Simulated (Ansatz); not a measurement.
# One shape, several levels: InH2Cl (SMILES [H][In]([H])[Cl])

We compute a comparison of 6 runs (UHF/STO-3G, PBE0/STO-3G, SVWN5/STO-3G, CCSDT/STO-3G, CCSD(T)/STO-3G, UCCSD(T)/STO-3G) of InH2Cl. 

The calculation is run with Ansatz 0.2.0.

56 further runs of the same task are left out: 2 that didn't finish, 54 set aside as unsound or not needed.

### 1 The molecule

InH2Cl has 4 atoms, charge 0, and is taken as a singlet. SMILES: `[H][In]([H])[Cl]`. The H2–In1 distance was set to 2.569 Å, away from the relaxed value. At this shape a bond of the SMILES string is far longer than usual.

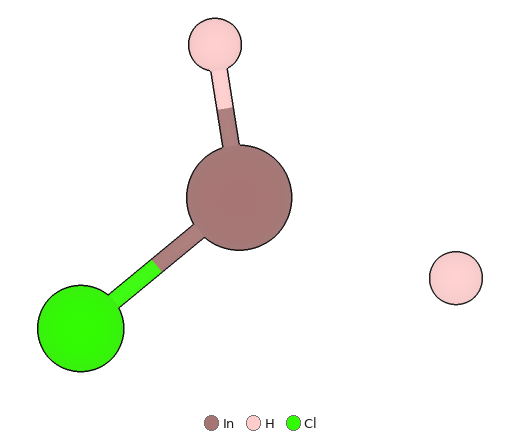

Viewed from a chosen angle; indium brown, hydrogen pink, chlorine green.

### 2 A single-point energy at UHF/STO-3G (run 1)

in.yaml

```yaml
crystal:
  periodic: [false, false, false]
  atoms:
    - symbol: In
      position_ang: [-0.786211, 0.126085, -0.006240]
    - symbol: H
      position_ang: [1.783010, 0.101380, 0.011370]
    - symbol: H
      position_ang: [-1.611501, 1.626715, -0.025740]
    - symbol: Cl
      position_ang: [-1.954561, -1.829485, 0.003000]
basis:
  gaussian:
    orbitals: STO-3G
hamiltonian:
  xc: hf
accuracy: high
magnetization:
  spin_polarized: true
```

Command:

```console
ansatz run in.yaml --threads 1 --pin off --max-ram 2610MiB --events-out events.jsonl --progress --plain --runs-dir runs
```

What it wrote:

```text
Warning: RAYON_NUM_THREADS=1 ignored (pool sized by the plan → 1); use --threads N
Functional definition: HF
  name "HF"
  exchange = exact_x
  correlation = 0
691 factors; integrals over basis functions are off by at most 4.1e-9 eV
mean field evaluation 1: about -167037.0656 eV, gradient 9.8e0 eV
mean field evaluation 2: about -167037.0736 eV, gradient 9.8e0 eV
mean field evaluation 4: about -167038.6527 eV, gradient 6.0e-1 eV
mean field evaluation 8: about -167038.6567 eV, gradient 9.7e-6 eV
mean field evaluation 16: about -167038.6567 eV, gradient 1.7e-5 eV
mean field evaluation 32: about -167039.2202 eV, gradient 4.5e-4 eV
mean field -167039.22022519 eV, -6138.5781200258 hartree, gradient 3.7e-8 eV, S^2 0.592599; 3 other end points of the search recorded, 0 dependent functions left out
reference -167039.22022519 eV, -6138.5781200258 hartree; 34, 34 occupied and 4, 4 virtual orbitals, 691 factors
Total energy: -167039.22022519 eV, -6138.5781200258 hartree
```

It took 1.6 s on 1 thread of Arm Neoverse V1, shared host; peak memory 0.12 GiB.

### 3 A single-point energy at PBE0/STO-3G (run 2)

job.yaml

```yaml
crystal:
  periodic: [false, false, false]
  atoms:
    - {symbol: In, position_ang: [-0.786211, 0.126085, -0.006240]}
    - {symbol: H, position_ang: [1.783010, 0.101380, 0.011370]}
    - {symbol: H, position_ang: [-1.611501, 1.626715, -0.025740]}
    - {symbol: Cl, position_ang: [-1.954561, -1.829485, 0.003000]}
basis:
  gaussian: {orbitals: STO-3G}
hamiltonian: {xc: pbe0}
accuracy: high
```

Command:

```console
ansatz run job.yaml --threads 1 --pin off --max-ram 2610MiB --events-out events.jsonl --progress --plain --runs-dir runs
```

What it wrote:

```text
Warning: RAYON_NUM_THREADS=1 ignored (pool sized by the plan → 1); use --threads N
Functional definition: PBE0
  name "PBE0"
  parameter a = 0.25
  parameter kappa = 0.804
  parameter beta = 0.06672455060314922
  exchange = (1 - a)*pbe_x(kappa = kappa, mu = beta*pi^2/3) + a*exact_x
  correlation = pbe_c(beta = beta)
691 factors; integrals over basis functions are off by at most 4.1e-9 eV
mean field evaluation 1: about -167096.6342 eV, gradient 2.0e1 eV
mean field evaluation 2: about -167095.2137 eV, gradient 2.2e1 eV
mean field evaluation 4: about -167099.2152 eV, gradient 5.8e-1 eV
mean field evaluation 8: about -167099.1710 eV, gradient 4.9e-3 eV
mean field evaluation 16: about -167099.1710 eV, gradient 2.3e-8 eV
mean field -167099.17104770 eV, -6140.7812721167 hartree, gradient 2.3e-8 eV, S^2 0.000000; 0 other end points of the search recorded, 0 dependent functions left out
reference -167099.17104912 eV, -6140.7812721691 hartree; 34, 34 occupied and 4, 4 virtual orbitals, 691 factors
Total energy: -167099.17104912 eV, -6140.7812721691 hartree
```

Wall time 2.1 s (1 thread of Arm Neoverse V1, shared host); peak memory 0.12 GiB.

Runs 3 to 4 aren't shown in full; the table further down has their settings and results.

### 4 The energy at CCSD(T)/STO-3G (run 5)

molecule.yaml

```yaml
basis:
  gaussian:
    orbitals: STO-3G
crystal:
  periodic: [false, false, false]
  atoms:
    - {symbol: In, position_ang: [-0.786211, 0.126085, -0.006240]}
    - {symbol: H, position_ang: [1.783010, 0.101380, 0.011370]}
    - {symbol: H, position_ang: [-1.611501, 1.626715, -0.025740]}
    - {symbol: Cl, position_ang: [-1.954561, -1.829485, 0.003000]}
accuracy: high
correlation:
  method: ccsd_t
  frozen_orbitals: {Cl: 5, H: 0, In: 18}
scf:
  omitted_lower_state_checks: [cluster_reference, increment]
```

Command:

```console
ansatz run molecule.yaml --threads 1 --pin off --max-ram 2610MiB --events-out events.jsonl --progress --plain --runs-dir runs
```

What it wrote:

```text
Warning: RAYON_NUM_THREADS=1 ignored (pool sized by the plan → 1); use --threads N
[... 11 lines left out ...]
23 core orbitals not correlated: weight in the atoms' cores, before any rotation towards them, 1.000 or more for the frozen orbitals, at most 0.000 for the correlated occupied ones
[... 25 lines left out ...]
Total energy: -167040.92834021 eV, -6138.6408920950 hartree
Checks for a lower state left out: cluster_reference, increment
```

Run time: 0.74 s. Hardware: 1 thread of Arm Neoverse V1, shared host; peak memory 0.094 GiB.

### 5 The energy at UCCSD(T)/STO-3G (run 6)

molecule.yaml

```yaml
crystal:
  periodic: [false, false, false]
  atoms:
    - {symbol: In, position_ang: [-0.786211, 0.126085, -0.006240]}
    - {symbol: H, position_ang: [1.783010, 0.101380, 0.011370]}
    - {symbol: H, position_ang: [-1.611501, 1.626715, -0.025740]}
    - {symbol: Cl, position_ang: [-1.954561, -1.829485, 0.003000]}
basis:
  gaussian: {orbitals: STO-3G}
magnetization: {spin_polarized: true}
correlation: {method: ccsd_t, frozen_orbitals: {Cl: 5, H: 0, In: 18}}
accuracy: high
scf: {omitted_lower_state_checks: [cluster_reference, increment]}
```

Command:

```console
ansatz run molecule.yaml --threads 1 --pin off --max-ram 2610MiB --events-out events.jsonl --progress --plain --runs-dir runs
```

What it wrote:

```text
Warning: RAYON_NUM_THREADS=1 ignored (pool sized by the plan → 1); use --threads N
[... 13 lines left out ...]
23 core orbitals not correlated: weight in the atoms' cores, before any rotation towards them, 1.000 or more for the frozen orbitals, at most 0.000 for the correlated occupied ones
[... 34 lines left out ...]
Total energy: -167040.91876401 eV, -6138.6405401760 hartree
Checks for a lower state left out: cluster_reference, increment
```

Wall time 2 s (1 thread of Arm Neoverse V1, shared host); peak memory 0.13 GiB.

### 6 The series

| run | level | frozen core orbitals | energy (Eh) | wall time |
| --- | --- | --- | --- | --- |
| 1 | UHF/STO-3G | – | -6138.578120 | 1.6 s |
| 2 | PBE0/STO-3G | – | -6140.781272 | 2.1 s |
| 3 | SVWN5/STO-3G | – | -6134.024340 | 1.4 s |
| 4 | CCSDT/STO-3G | 23 | -6138.641491 | 1 s |
| 5 | CCSD(T)/STO-3G | 23 | -6138.640892 | 0.74 s |
| 6 | UCCSD(T)/STO-3G | 23 | -6138.640540 | 2 s |

### 7 Summary of results

| quantity | value |
| --- | --- |
| run 6: total energy | -6138.64054 Eh |
| run 6: correlation energy (23 core orbitals frozen) | -62.4 mEh |
| run 6: (T) correction | -1.63 mEh |
| run 6: ⟨S²⟩ of the reference determinant | 0.593 |
| run 6: T1 diagnostic | 0.059 |

What this shows: Below the UHF energy at the same shape and in the same basis (STO-3G): CCSDT -63.4 mEh; CCSD(T) -62.8 mEh; UCCSD(T) -62.4 mEh. Some of these start from another determinant than that one, so these aren't their correlation energies. Totals of different functionals can't be ranked against each other. In runs 4, 5 the log says that unrestricted orbitals would lower the reference, so the values rest on an unstable closed-shell determinant (other closed-shell runs at this shape may share the fault). In runs 1, 2, 3, 4, 5, 6 the basis is minimal, so the values are rough. In runs 1, 2, 3, 4, 5, 6 relativity is left out where basis or elements ask for it. Spin contamination of the reference: run 1 ⟨S²⟩ = 0.59, run 6 ⟨S²⟩ = 0.59. All runs together took 8.9 s, the longest 2.1 s.
